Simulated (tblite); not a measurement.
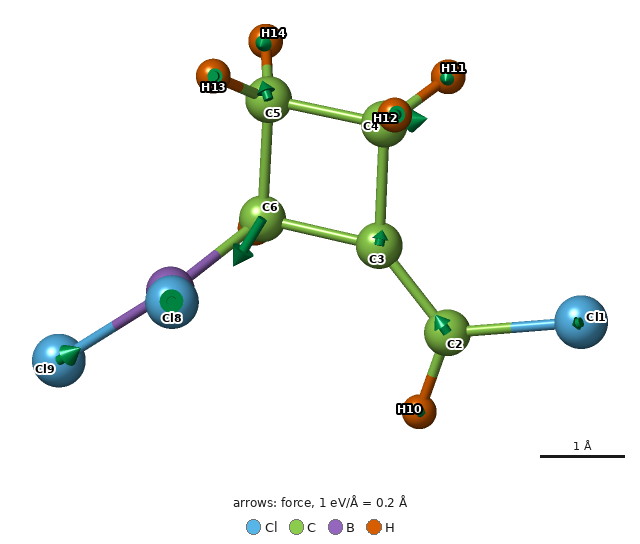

Starting geometry of C₅H₆BCl₃ with the computed forces as green arrows. A ball-and-stick model, seen face on.

Method: GFN2-xTB geometry optimisation, gas phase (tblite). 

**What follows when this structure is relaxed?**

It isn't relaxed: the largest force vector, on a C atom, is 3.53 eV/Å. The final displacements have little in common with the starting forces (cosine between the two patterns 0.26). A Cl atom moves most after the best rigid fit: 1.32 Å. Largest moves by element: Cl 1.32 Å, H 0.23 Å, C 0.20 Å, B 0.04 Å. Among the contacts that change: B–Cl 1.855 → 1.713 Å, B–Cl 1.842 → 1.720 Å, C–C 1.490 → 1.539 Å, C–C 1.501 → 1.549 Å. Bond angles that change, for instance: C–C–C 85.2° → 92.9°, C–C–C 93.9° → 87.7°, C–C–B 114.2° → 119.4°. Groups turn about B–C by about 50°. The energy falls by 74.0 kJ/mol in 98 geometry steps.
